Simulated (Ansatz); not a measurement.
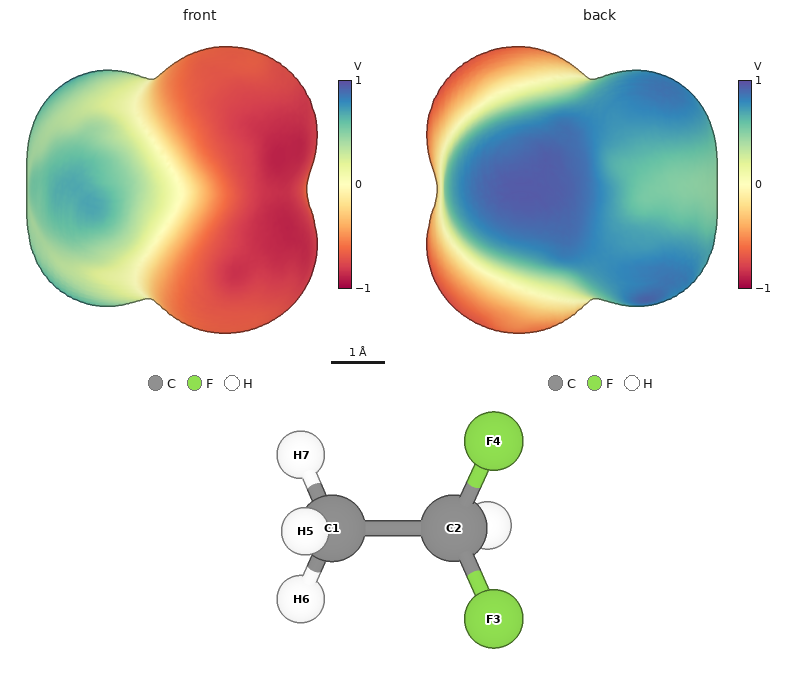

The picture shows: C$_{2}$H$_{4}$F$_{2}$. The molecular electrostatic potential painted on the density surface at 0.001 e/bohr³, seen from the front and from behind; red is negative and blue positive. The bare structure is drawn below in the same view.

Geometry: PBE0-D4/def2-TZVP.

Computed with RKS PBE0-D4/def2-TZVPP (Ansatz 0.2.0).

Input file:

```
crystal:
  periodic: [false, false, false]
  atoms:
    - {symbol: C, position_ang: [0.003323, 0.777632, 0.023346]}
    - {symbol: C, position_ang: [-0.052017, -0.718202, -0.008238]}
    - {symbol: F, position_ang: [0.925473, -1.243449, 0.779120]}
    - {symbol: F, position_ang: [0.168244, -1.172106, -1.271873]}
    - {symbol: H, position_ang: [0.981400, 1.111911, -0.325444]}
    - {symbol: H, position_ang: [-0.157185, 1.132809, 1.041837]}
    - {symbol: H, position_ang: [-0.771006, 1.190629, -0.624024]}
    - {symbol: H, position_ang: [-1.006132, -1.136422, 0.329475]}
basis:
  gaussian: {orbitals: def2-TZVPP}
hamiltonian: {xc: pbe0, dispersion: d4}
output: {orbitals: {seedname: orbitals}}
```

Run with:

```sh
ansatz run in.yaml --threads 2 --pin off --events-out ev --progress --plain --max-ram 32768MiB --backend cpu
```

Q: Where is the surface potential most negative and most positive?

A: The most negative region (about −0.9 V) lies over F3 and F4, the most positive (about +1.0 V) over H6 and H8.
